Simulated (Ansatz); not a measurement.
BH3SCl2: several calculations on one system

**1. Relaxation**

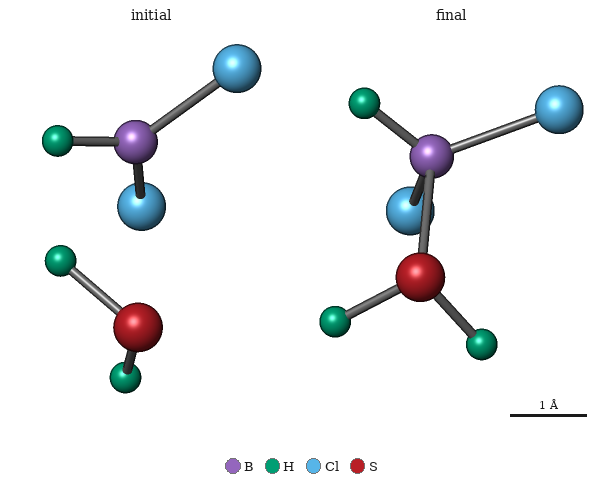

The structure of BH3SCl2 before (left) and after (right) a relaxation, at one scale.

A ball-and-stick model, seen from a free direction.

The run prepares an end point of a later path (reaction) calculation, from a guessed geometry.

All numbers below come from RKS PBE0-D4/cc-pVDZ in Ansatz 0.2.0. (no spin polarisation; force threshold 0.03 eV/Å; at most 50 steps)

Q: What changed between the two?

A: The largest move after the best rigid fit is that of an H atom, 0.98 Å. By element the largest moves are H 0.98 Å, S 0.75 Å, Cl 0.61 Å, B 0.32 Å. Among the contacts that change: B–S 3.091 → 2.113 Å, Cl–S 3.894 → 3.067 Å, Cl–S 3.769 → 3.150 Å, B–Cl 1.743 → 1.818 Å. New bonds form, among them: B–S (3.09 → 2.11 Å). Among the angles between lasting bonds that change: Cl–B–Cl 120.9° → 115.5°, H–B–Cl 119.5° → 115.3°, H–B–Cl 119.2° → 115.2°. Over 18 accepted moves (23 points after the start) the energy falls by 24.2 kJ/mol. Largest force component: 0.72 eV/Å at the start, 0.028 eV/Å at the end. The line search rejected the trial steps at points 2, 3, 8, 10, 16 of the run. Cost: 53 s on 2 threads of Arm Neoverse V1 (shared host), peak memory 0.18 GiB.

**2. Relaxation**

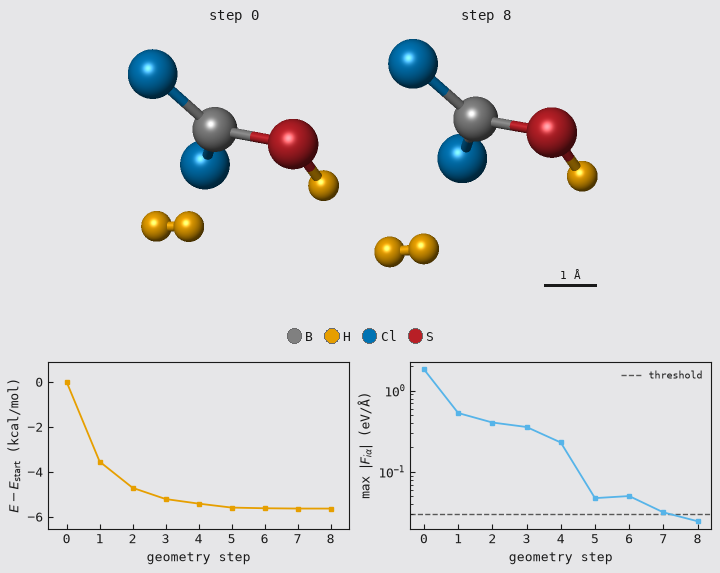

First and last geometry of a relaxation of BH$_{3}$SCl$_{2}$, with the history of the run. Style: ball-and-stick. Shown at a tilt.

The run prepares an end point of a later path (reaction) calculation, from a guessed geometry.

The calculation used RKS PBE0-D4/cc-pVDZ (Ansatz 0.2.0).

The input:
```yaml
crystal:
  periodic: [false, false, false]
  atoms:
    - { symbol: B, position_ang: [0.105377, -0.651327, -0.456488] }
    - { symbol: H, position_ang: [-0.095114, 0.158657, 1.794195] }
    - { symbol: Cl, position_ang: [1.541392, 0.322524, -0.697453] }
    - { symbol: Cl, position_ang: [-1.478908, -0.000724, -0.832166] }
    - { symbol: S, position_ang: [0.3447, -2.407038, 0.090992] }
    - { symbol: H, position_ang: [-0.974556, -2.714831, 0.083416] }
    - { symbol: H, position_ang: [0.021109, -0.54446, 1.890804] }
basis:
  gaussian: { orbitals: cc-pVDZ }
hamiltonian:
  xc: pbe0
  dispersion: d4
relax:
  f_tol: 0.03
  max_steps: 50
output:
  orbitals: {}
```

Run as
```bash
ansatz run input.yaml --threads 2 --pin off --max-ram 3072MiB --backend cpu --events-out ev --progress --plain --runs-dir out
```

> Read the history and describe the run.

It converged. After 8 geometry steps the energy has fallen by 5.63 kcal/mol. The largest force component goes from 1.8 to 0.025 eV/Å. The atom that moves furthest after the best rigid fit is H2 (0.66 Å). Largest moves by element: H 0.66 Å, S 0.29 Å, B 0.28 Å, Cl 0.28 Å. Some distances before and after: B1–S5 1.855 → 1.795 Å, H2–H7 0.719 → 0.762 Å. The run took 21 s on 2 threads of Arm Neoverse V1, on a shared host, peak memory 0.18 GiB.

Limits of the set-up: the start holds two separate molecules, 2.4 Å apart at their closest, whose relative position is a soft coordinate.

**3. Path**

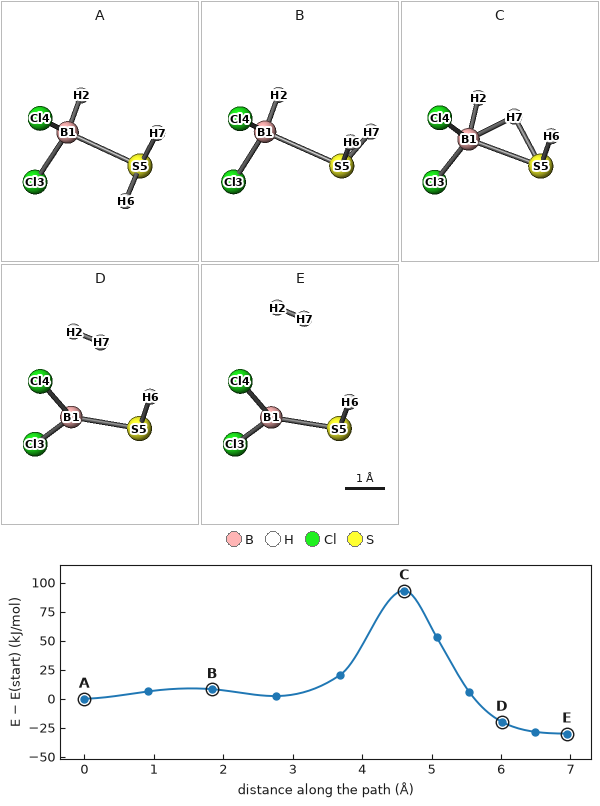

NEB run on BH₃SCl₂. Images are numbered from 0 (start) to 10 (end). Frames A to E are images 0, 2, 5, 8, 10. The picture is a ball-and-stick view, seen at a tilt.

The calculation used RKS PBE0-D4/cc-pVDZ (Ansatz). Settings: 9 movable images; climbing image; force threshold 0.03 eV/Å; iteration limit 60; starting path through a guess of the saddle point.

### Describe the mechanism and the energy profile.

The highest point, image 5, lies 93.2 kJ/mol above the start and 123.2 kJ/mol above the end; the end is at −30.0 kJ/mol relative to the start. The profile has 2 maxima (images 2, 5) with a dip at image 3 (+2.3 kJ/mol), so the process runs in steps. The path has more than one stage, and so few images may leave a stage unresolved. Breaking: B1–H2 (1.21 → 1.32 at the top → 3.34 Å), S5–H7 (1.36 → 1.65 at the top → 3.44 Å). Forming: H2–H7 (2.95 → 1.08 at the top → 0.76 Å). The band converged in 20 iterations. The largest component of the band force went from 5.8 to 0.022 eV/Å. The climbing image converged on the top of the path. Its curvatures weren't checked.

The run took 6.2 min on 2 threads of Arm Neoverse V1 (shared host), peak memory 0.18 GiB.
